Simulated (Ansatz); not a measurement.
## Molecular dynamics of BH₄Br (part 5 of 5)

BH₄Br; UKS PBE-D4/def2-SVP (Ansatz 0.2.0). It belongs to a series of runs on one base structure; here: dynamics from the start.

Geometry of the input (Å):
```
B  -0.2761  -0.4028  -0.0080
Br -0.4229  1.9671  -0.1707
H  -0.7900  -0.6920  0.9925
H  -0.5465  -0.8229  -1.0564
H  0.8116  0.4155  0.0605
H  1.2238  -0.4650  0.1821
```

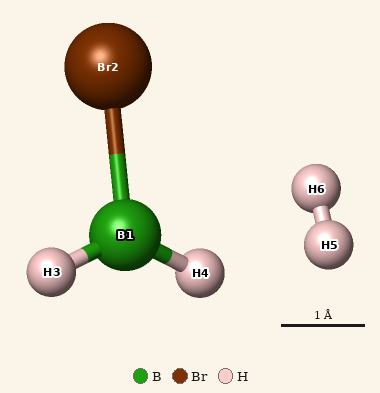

**Figure 1.** The geometry at step 135 of the log (ball-and-stick view, seen at a tilt; atoms are numbered from 1 in the order of the input).

Trajectory as extended XYZ, continued:
```
6
Properties=species:S:1:pos:R:3:forces:R:3 step=119 time_fs=59.5 energy=-70765.50049 temperature=848.6
B    -0.5721   -0.1610   -0.0132   -0.9871   1.1812   1.0303
Br   -0.4265    1.9486   -0.1762   -0.1312  -2.5332   0.6283
H    -0.9756   -0.9037    1.0344    0.8884   1.6576  -1.4774
H    -0.4665   -0.5994   -1.1223    0.2576  -0.3187  -0.1760
H     2.9844   -0.8587    0.5839    0.0621  -0.1286   0.0912
H     2.6138   -0.3315    0.1742   -0.0898   0.1417  -0.0963
6
Properties=species:S:1:pos:R:3:forces:R:3 step=121 time_fs=60.5 energy=-70765.48168 temperature=812.6
B    -0.5722   -0.1611   -0.0178   -1.1900   1.3482   1.4149
Br   -0.4270    1.9485   -0.1760   -0.0996  -2.5230   0.5931
H    -1.0027   -0.8731    1.0536    1.0096   1.5918  -1.6367
H    -0.4874   -0.5982   -1.1197    0.3091  -0.4305  -0.3663
H     3.0208   -0.8888    0.5796   -0.1034   0.1237  -0.0923
H     2.6661   -0.3210    0.1909    0.0743  -0.1102   0.0873
6
Properties=species:S:1:pos:R:3:forces:R:3 step=122 time_fs=61.0 energy=-70765.49244 temperature=833.4
B    -0.5727   -0.1608   -0.0196   -1.2509   1.4478   1.4802
Br   -0.4272    1.9483   -0.1759   -0.0851  -2.5144   0.5740
H    -1.0126   -0.8520    1.0573    1.0392   1.5123  -1.6440
H    -0.4968   -0.5991   -1.1196    0.3264  -0.4593  -0.4053
H     3.0387   -0.9036    0.5773   -0.1788   0.2610  -0.1749
H     2.6924   -0.3160    0.1995    0.1492  -0.2475   0.1700
6
Properties=species:S:1:pos:R:3:forces:R:3 step=123 time_fs=61.5 energy=-70765.51741 temperature=881.6
B    -0.5735   -0.1601   -0.0211   -1.2833   1.5539   1.4506
Br   -0.4275    1.9481   -0.1758   -0.0715  -2.5029   0.5539
H    -1.0201   -0.8274    1.0571    1.0456   1.4026  -1.6000
H    -0.5054   -0.6011   -1.1205    0.3391  -0.4672  -0.3997
H     3.0562   -0.9177    0.5745   -0.2339   0.3776  -0.2346
H     2.7191   -0.3115    0.2085    0.2039  -0.3641   0.2298
6
Properties=species:S:1:pos:R:3:forces:R:3 step=125 time_fs=62.5 energy=-70765.60338 temperature=1046.8
B    -0.5758   -0.1577   -0.0232   -1.2486   1.7957   1.0787
Br   -0.4280    1.9473   -0.1754   -0.0468  -2.4699   0.5095
H    -1.0276   -0.7683    1.0456    0.9723   1.0831  -1.3242
H    -0.5201   -0.6085   -1.1250    0.3533  -0.4222  -0.2595
H     3.0894   -0.9431    0.5671   -0.2635   0.4890  -0.2655
H     2.7739   -0.3055    0.2281    0.2334  -0.4757   0.2609
6
Properties=species:S:1:pos:R:3:forces:R:3 step=126 time_fs=63.0 energy=-70765.65574 temperature=1147.1
B    -0.5774   -0.1559   -0.0238   -1.1719   1.9417   0.7271
Br   -0.4282    1.9468   -0.1752   -0.0356  -2.4476   0.4848
H    -1.0278   -0.7346    1.0348    0.8814   0.8670  -1.0697
H    -0.5262   -0.6137   -1.1283    0.3562  -0.3743  -0.1378
H     3.1051   -0.9541    0.5625   -0.2382   0.4675  -0.2377
H     2.8022   -0.3042    0.2389    0.2081  -0.4544   0.2333
6
Properties=species:S:1:pos:R:3:forces:R:3 step=127 time_fs=63.5 energy=-70765.70517 temperature=1241.7
B    -0.5793   -0.1537   -0.0243   -1.0491   2.1108   0.2639
Br   -0.4285    1.9463   -0.1750   -0.0251  -2.4209   0.4579
H    -1.0259   -0.6989    1.0215    0.7474   0.6118  -0.7225
H    -0.5315   -0.6198   -1.1319    0.3567  -0.3147   0.0049
H     3.1202   -0.9639    0.5573   -0.1913   0.3927  -0.1871
H     2.8309   -0.3039    0.2502    0.1613  -0.3799   0.1829
6
Properties=species:S:1:pos:R:3:forces:R:3 step=129 time_fs=64.5 energy=-70765.76413 temperature=1354.4
B    -0.5836   -0.1478   -0.0252   -0.6594   2.5169  -0.9630
Br   -0.4290    1.9450   -0.1746   -0.0057  -2.3531   0.3963
H    -1.0171   -0.6238    0.9907    0.3438   0.0029   0.2633
H    -0.5395   -0.6341   -1.1388    0.3509  -0.1790   0.3074
H     3.1492   -0.9811    0.5458   -0.0627   0.1194  -0.0514
H     2.8895   -0.3058    0.2740    0.0332  -0.1071   0.0475
6
Properties=species:S:1:pos:R:3:forces:R:3 step=130 time_fs=65.0 energy=-70765.76384 temperature=1354.1
B    -0.5861   -0.1440   -0.0259   -0.4061   2.7340  -1.6759
Br   -0.4293    1.9442   -0.1743    0.0034  -2.3109   0.3606
H    -1.0112   -0.5858    0.9757    0.0879  -0.3232   0.8736
H    -0.5422   -0.6420   -1.1413    0.3443  -0.1119   0.4456
H     3.1634   -0.9891    0.5397   -0.0009  -0.0414   0.0124
H     2.9189   -0.3073    0.2862   -0.0285   0.0534  -0.0163
6
Properties=species:S:1:pos:R:3:forces:R:3 step=131 time_fs=65.5 energy=-70765.74593 temperature=1320.7
B    -0.5886   -0.1396   -0.0270   -0.1409   2.9313  -2.3834
Br   -0.4295    1.9434   -0.1741    0.0122  -2.2623   0.3210
H    -1.0051   -0.5486    0.9627   -0.1773  -0.6304   1.5034
H    -0.5441   -0.6502   -1.1427    0.3351  -0.0503   0.5627
H     3.1776   -0.9972    0.5337    0.0459  -0.1818   0.0596
H     2.9483   -0.3087    0.2983   -0.0750   0.1935  -0.0634
6
Properties=species:S:1:pos:R:3:forces:R:3 step=133 time_fs=66.5 energy=-70765.70222 temperature=1239.6
B    -0.5937   -0.1288   -0.0309    0.2803   3.1451  -3.4229
Br   -0.4301    1.9415   -0.1736    0.0295  -2.1420   0.2290
H    -0.9948   -0.4794    0.9489   -0.5914  -1.0588   2.4898
H    -0.5455   -0.6667   -1.1413    0.3100   0.0446   0.7077
H     3.2064   -1.0149    0.5221    0.0704  -0.2935   0.0814
H     3.0065   -0.3099    0.3221   -0.0988   0.3044  -0.0850
6
Properties=species:S:1:pos:R:3:forces:R:3 step=134 time_fs=67.0 energy=-70765.70413 temperature=1244.0
B    -0.5961   -0.1224   -0.0340    0.3628   3.1181  -3.5663
Br   -0.4303    1.9404   -0.1733    0.0382  -2.0688   0.1763
H    -0.9915   -0.4484    0.9504   -0.6681  -1.1337   2.6663
H    -0.5451   -0.6749   -1.1381    0.2948   0.0739   0.7272
H     3.2210   -1.0248    0.5167    0.0495  -0.2367   0.0590
H     3.0353   -0.3095    0.3336   -0.0774   0.2473  -0.0625
6
Properties=species:S:1:pos:R:3:forces:R:3 step=135 time_fs=67.5 energy=-70765.73180 temperature=1296.9
B    -0.5985   -0.1153   -0.0378    0.3361   3.0020  -3.3863
Br   -0.4306    1.9393   -0.1730    0.0469  -1.9867   0.1196
H    -0.9899   -0.4201    0.9583   -0.6346  -1.1148   2.5605
H    -0.5439   -0.6829   -1.1332    0.2788   0.0893   0.7097
H     3.2358   -1.0352    0.5113    0.0156  -0.1129   0.0244
H     3.0638   -0.3084    0.3450   -0.0428   0.1231  -0.0279
6
Properties=species:S:1:pos:R:3:forces:R:3 step=137 time_fs=68.5 energy=-70765.83694 temperature=1496.8
B    -0.6031   -0.0990   -0.0477    0.0269   2.6082  -2.1923
Br   -0.4311    1.9369   -0.1724    0.0636  -1.7973  -0.0029
H    -0.9908   -0.3712    0.9917   -0.3110  -0.8990   1.6251
H    -0.5397   -0.6982   -1.1184    0.2462   0.0787   0.5735
H     3.2653   -1.0565    0.5007   -0.0550   0.2348  -0.0427
H     3.1208   -0.3058    0.3677    0.0292  -0.2254   0.0393
6
Properties=species:S:1:pos:R:3:forces:R:3 step=138 time_fs=69.0 energy=-70765.88759 temperature=1593.6
B    -0.6054   -0.0900   -0.0534   -0.1835   2.3919  -1.3561
Br   -0.4313    1.9357   -0.1721    0.0714  -1.6912  -0.0667
H    -0.9926   -0.3502    1.0148   -0.0936  -0.7648   0.9599
H    -0.5367   -0.7056   -1.1089    0.2307   0.0551   0.4663
H     3.2799   -1.0665    0.4953   -0.0777   0.3992  -0.0618
H     3.1493   -0.3051    0.3792    0.0528  -0.3903   0.0585
6
Properties=species:S:1:pos:R:3:forces:R:3 step=139 time_fs=69.5 energy=-70765.92223 temperature=1660.3
B    -0.6077   -0.0805   -0.0595   -0.3845   2.1898  -0.4930
Br   -0.4316    1.9344   -0.1719    0.0786  -1.5780  -0.1309
H    -0.9947   -0.3310    1.0403    0.1141  -0.6436   0.2831
H    -0.5331   -0.7128   -1.0982    0.2159   0.0233   0.3441
H     3.2944   -1.0756    0.4897   -0.0879   0.5239  -0.0682
H     3.1779   -0.3053    0.3908    0.0637  -0.5154   0.0649
6
Properties=species:S:1:pos:R:3:forces:R:3 step=141 time_fs=70.5 energy=-70765.93481 temperature=1685.7
B    -0.6126   -0.0600   -0.0717   -0.6836   1.8377   1.0404
Br   -0.4321    1.9316   -0.1713    0.0914  -1.3288  -0.2565
H    -0.9975   -0.2970    1.0918    0.4266  -0.4707  -0.8759
H    -0.5245   -0.7272   -1.0747    0.1882  -0.0459   0.0951
H     3.3226   -1.0898    0.4781   -0.0744   0.5982  -0.0496
H     3.2357   -0.3096    0.4144    0.0518  -0.5904   0.0464
6
Properties=species:S:1:pos:R:3:forces:R:3 step=142 time_fs=71.0 energy=-70765.91992 temperature=1657.7
B    -0.6152   -0.0491   -0.0775   -0.7704   1.6720   1.6397
Br   -0.4323    1.9301   -0.1710    0.0974  -1.1905  -0.3168
H    -0.9975   -0.2817    1.1150    0.5207  -0.4179  -1.3082
H    -0.5195   -0.7345   -1.0625    0.1742  -0.0710  -0.0115
H     3.3364   -1.0947    0.4721   -0.0568   0.5381  -0.0322
H     3.2647   -0.3139    0.4264    0.0350  -0.5307   0.0291
6
Properties=species:S:1:pos:R:3:forces:R:3 step=143 time_fs=71.5 energy=-70765.89869 temperature=1617.3
B    -0.6181   -0.0378   -0.0830   -0.8179   1.4971   2.1121
Br   -0.4326    1.9286   -0.1708    0.1035  -1.0409  -0.3749
H    -0.9963   -0.2675    1.1351    0.5767  -0.3823  -1.6391
H    -0.5140   -0.7420   -1.0503    0.1588  -0.0809  -0.0951
H     3.3501   -1.0984    0.4661   -0.0373   0.4188  -0.0155
H     3.2939   -0.3194    0.4385    0.0162  -0.4118   0.0124
6
Properties=species:S:1:pos:R:3:forces:R:3 step=145 time_fs=72.5 energy=-70765.85776 temperature=1539.1
B    -0.6243   -0.0144   -0.0925   -0.8146   1.0748   2.6951
Br   -0.4331    1.9255   -0.1703    0.1172  -0.7004  -0.4836
H    -0.9897   -0.2417    1.1630    0.5969  -0.3461  -2.0327
H    -0.5021   -0.7576   -1.0267    0.1200  -0.0347  -0.1758
H     3.3773   -1.1031    0.4538   -0.0087   0.0682   0.0002
H     3.3523   -0.3330    0.4627   -0.0109  -0.0618  -0.0031
6
Properties=species:S:1:pos:R:3:forces:R:3 step=146 time_fs=73.0 energy=-70765.84523 temperature=1515.1
B    -0.6277   -0.0022   -0.0963   -0.7732   0.8130   2.8265
Br   -0.4333    1.9240   -0.1701    0.1257  -0.5060  -0.5342
H    -0.9843   -0.2301    1.1698    0.5715  -0.3395  -2.1163
H    -0.4956   -0.7655   -1.0155    0.0948   0.0263  -0.1732
H     3.3908   -1.1050    0.4477   -0.0048  -0.1105  -0.0044
H     3.3814   -0.3403    0.4748   -0.0139   0.1166   0.0016
6
Properties=species:S:1:pos:R:3:forces:R:3 step=147 time_fs=73.5 energy=-70765.84074 temperature=1506.4
B    -0.6312    0.0101   -0.0996   -0.7104   0.5148   2.8673
Br   -0.4335    1.9224   -0.1699    0.1356  -0.2939  -0.5821
H    -0.9775   -0.2193    1.1716    0.5277  -0.3382  -2.1350
H    -0.4890   -0.7734   -1.0047    0.0650   0.1114  -0.1476
H     3.4043   -1.1072    0.4416   -0.0080  -0.2489  -0.0154
H     3.4106   -0.3473    0.4869   -0.0099   0.2547   0.0126
6
Properties=species:S:1:pos:R:3:forces:R:3 step=149 time_fs=74.5 energy=-70765.85618 temperature=1535.8
B    -0.6388    0.0349   -0.1041   -0.5297  -0.1725   2.7130
Br   -0.4339    1.9192   -0.1695    0.1608   0.1848  -0.6697
H    -0.9602   -0.2001    1.1599    0.3918  -0.3516  -1.9836
H    -0.4753   -0.7881   -0.9841   -0.0065   0.3341  -0.0572
H     3.4313   -1.1135    0.4292   -0.0209  -0.3069  -0.0339
H     3.4688   -0.3592    0.5112    0.0045   0.3122   0.0314
6
Properties=species:S:1:pos:R:3:forces:R:3 step=150 time_fs=75.0 energy=-70765.87204 temperature=1565.9
B    -0.6428    0.0474   -0.1055   -0.4146  -0.5436   2.5260
Br   -0.4342    1.9176   -0.1694    0.1764   0.4500  -0.7089
H    -0.9501   -0.1917    1.1468    0.3002  -0.3690  -1.8056
H    -0.4684   -0.7944   -0.9741   -0.0462   0.4576  -0.0090
H     3.4447   -1.1177    0.4229   -0.0208  -0.2152  -0.0293
H     3.4979   -0.3641    0.5235    0.0050   0.2201   0.0269
```

Key numbers:

| quantity | value |
| --- | --- |
| outcome | finished |
| mean temperature over the second half | 1349 K |
| trajectory | 150 steps, 75 fs |
| ensemble | nve |
| temperature in the input | 600.0 K |
| time step | 0.5 fs |
| potential energy (last step) | −70765.8721 eV |
| mean-field energy (last step) | −70765.8193 eV |
| largest force (length of the vector) (last step) | 2.617 eV/Å |
| wall time | 2.6 min |
| peak memory | 0.14 GiB |

Remarks:

So short a trajectory is not equilibrated.
